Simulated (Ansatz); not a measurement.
```xyz
13

C    -1.3584   -0.8189    1.4401
C    -0.3762   -0.3470    0.4384
N     0.5212   -1.0401   -0.1213
C     1.2414   -0.1482   -1.0213
C     0.5441    1.2145   -0.8638
O    -0.4774    0.9660    0.1128
H    -1.2055   -1.8783    1.6306
H    -2.3748   -0.6505    1.0776
H    -1.2453   -0.2563    2.3696
H     2.2980   -0.1132   -0.7422
H     1.1898   -0.5297   -2.0445
H     0.0642    1.5670   -1.7789
H     1.1992    1.9998   -0.4822
```

Geometry: PBE0-D4/def2-TZVP.

All numbers below come from RKS PBE0-D4/def2-TZVPP in Ansatz 0.2.0.

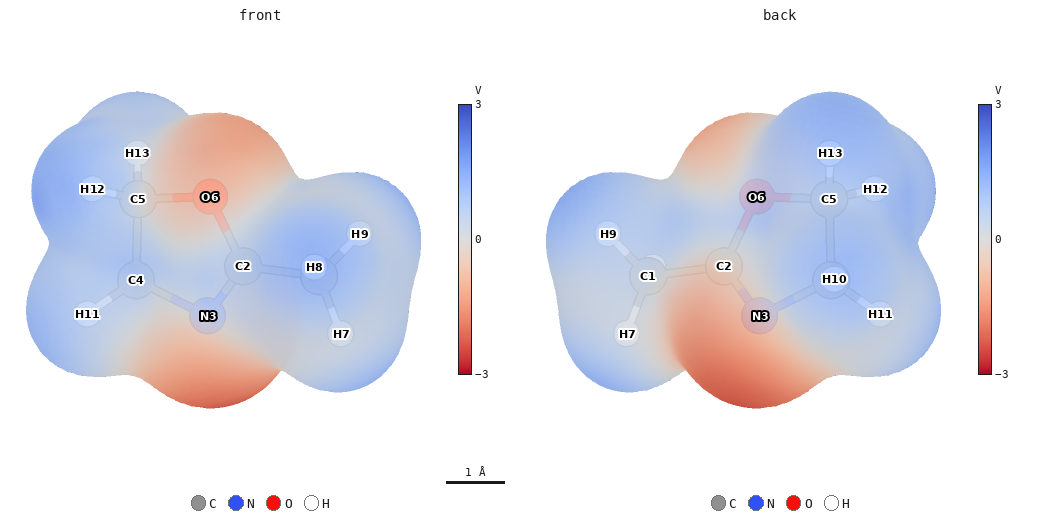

C4H7NO (SMILES CC1=NCCO1). The electrostatic potential painted on the density surface at 0.004 e/bohr³, seen from the front and from behind; the colour scale runs from red (negative) to blue (positive).

Q: Describe the electrostatic potential map.

A: The most negative region (about −2.3 V) lies over N3, the most positive (about +1.4 V) over H8, H9, H12 and H13. N3 is the likeliest acceptor of a hydrogen bond.
